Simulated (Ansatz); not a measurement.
## Fields on a plane of Ti (hcp, Mg type)

```
CELL_PARAMETERS angstrom
      2.93588     0.00000     0.00000
     -1.46794     2.54255     0.00000
      0.00000     0.00000     4.63656
ATOMIC_POSITIONS crystal
  Ti 0.33333 0.66667 0.75000
  Ti 0.66667 0.33333 0.25000
```

The slice is a (1 -1 0 0) plane (indices of the conventional cell) through the point (0.333, 0.667, 0.750) (fractional), spanned by u = [110] and v = [001] in vectors of this cell: u (2.94 Å) and v (4.64 Å, at 90° to u). It covers one period; positions are fractions (u, v).

Atoms on it: Ti at (0.00, 0.00). Other atoms lie within 1 Å of the plane.

The numbers are results of r2SCAN (plane waves to 500 eV, PAW, scalar-relativistic; Ansatz, a first-principles code), not measurements. k mesh 18×18×10. These are valence fields of a PAW run, semicore shells included where kept as valence: close to a nucleus they are smooth pseudo fields. Ti is run without spin polarisation. Ti was relaxed with its symmetry unable to fall.

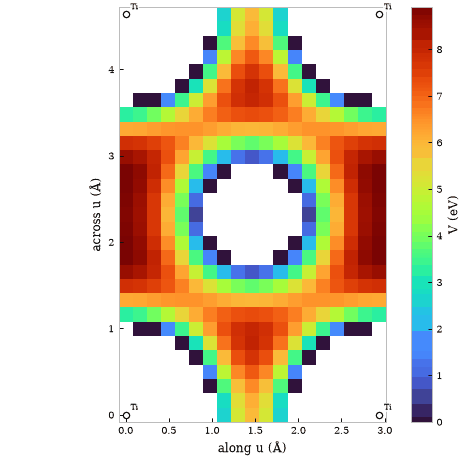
*Electrostatic potential energy of an electron, from the cell's mean, in eV, one period of the plane, atoms marked. Points within 1 Å of a nucleus are left white, as the pseudised field means little there. Values under 0 eV are set to 0. The zero, the cell's mean, hangs on the PAW cores.*

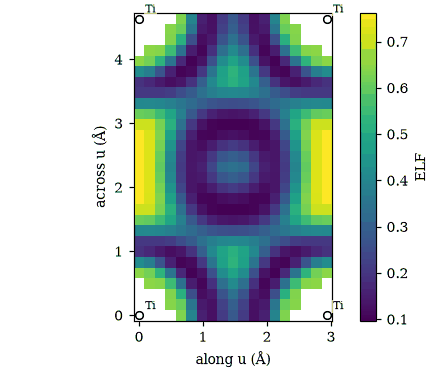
*Electron localisation function (ELF), one period of the plane, atoms marked. Points within 0.5 Å of a nucleus are left white, as the pseudised field means little there.*

* **Density on the Ti–Ti line (2.94 Å) at its midpoint**: 0.19 e/Å³
* **ELF at that point**: 0.28
